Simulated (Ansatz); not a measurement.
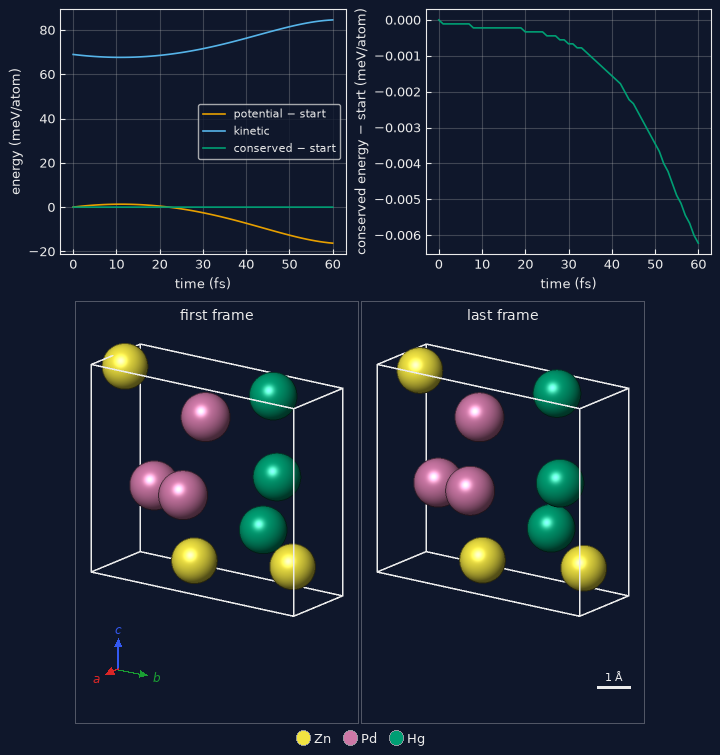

First-principles dynamics of an amorphous cell of composition ZnHgPd (9 atoms in the cell), 60 fs long. Style: spheres-only. Shown: the simulation cell, slightly off an axis.

All numbers below come from DFT, PAW plane waves, PBE in Ansatz. Set-up: plane-wave cutoff 420 eV; k-point mesh 3 × 3 × 3; Fermi-Dirac smearing 0.05 eV; Nosé-Hoover thermostat (NVT); set temperature 600 K; time step 1 fs.

### Check the integration.

The conserved quantity stays between −0.0062 and 0 meV per atom of its start. A straight-line fit has a slope that amounts to −0.0053 meV per atom over 60 fs (under 0.1 % of the mean kinetic energy), and the ripple about it is under 0.1 % of the kinetic energy's fluctuation. With a drift under 2 % and a ripple under 7 %, the integration is accurate. The mean temperature in the second half is 684 K (standard deviation 37 K). The potential energy is still drifting at the end, so the run hasn't reached equilibrium. The potential energy in the second half lies on average 9.8 meV per atom below the first frame.

Limits of the set-up: the k-point mesh is coarse for a cell with partly filled bands; the periodic images lie only 5.1 Å apart, so the values are limited by the cell's size.

The run took 7.9 min on 2 threads of Arm Neoverse V1, with other jobs on the host, peak memory 0.73 GiB.
